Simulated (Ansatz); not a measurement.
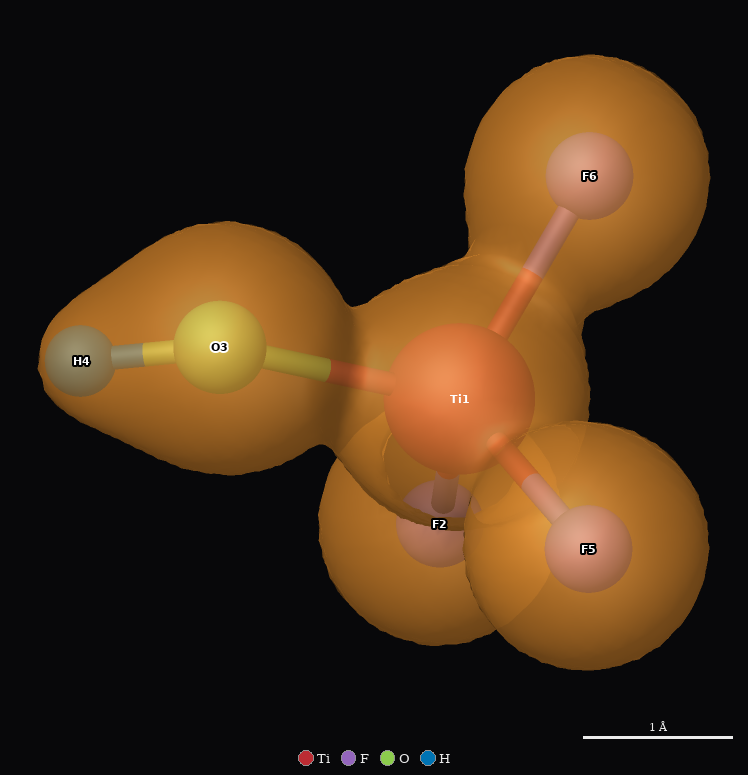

*F$_{3}$HOTi. Isosurface of the electron density at 0.6 e/Å³ (orange), seen at a tilt.*

The reactant side of a reaction path; geometry: PBE0-D4/def2-TZVP.

Level of theory: RKS PBE0-D4/def2-TZVPP (Ansatz).

Input file:

```
crystal:
  periodic: [false, false, false]
  atoms:
    - {symbol: Ti, position_ang: [-0.293623, 0.243712, 0.203790]}
    - {symbol: F, position_ang: [-1.557306, -0.961735, 0.285677]}
    - {symbol: O, position_ang: [1.118000, -0.432690, -0.602156]}
    - {symbol: H, position_ang: [1.470963, -1.218123, -1.020107]}
    - {symbol: F, position_ang: [-0.875159, 1.629601, -0.693947]}
    - {symbol: F, position_ang: [0.137225, 0.739234, 1.826643]}
basis:
  gaussian: {orbitals: def2-TZVPP}
hamiltonian: {xc: pbe0, dispersion: d4}
output: {orbitals: {seedname: orbitals}}
```

Run with:

```sh
ansatz run in.yaml --threads 4 --pin off --events-out ev --progress --plain --max-ram 9574MiB
```

> Which contacts does the surface bridge?

At this value the surface is in one piece. It bridges the sampled Ti–F (1.75 Å), Ti–O (1.76 Å) and O–H (0.96 Å) contacts, where the density stays above the isovalue. On the grid the lowest density along these lines, outside the cores, is 1.1 e/Å³ (Ti–F, 1.75 Å), 1.1 e/Å³ (Ti–O, 1.76 Å) and 2.5 e/Å³ (O–H, 0.96 Å).
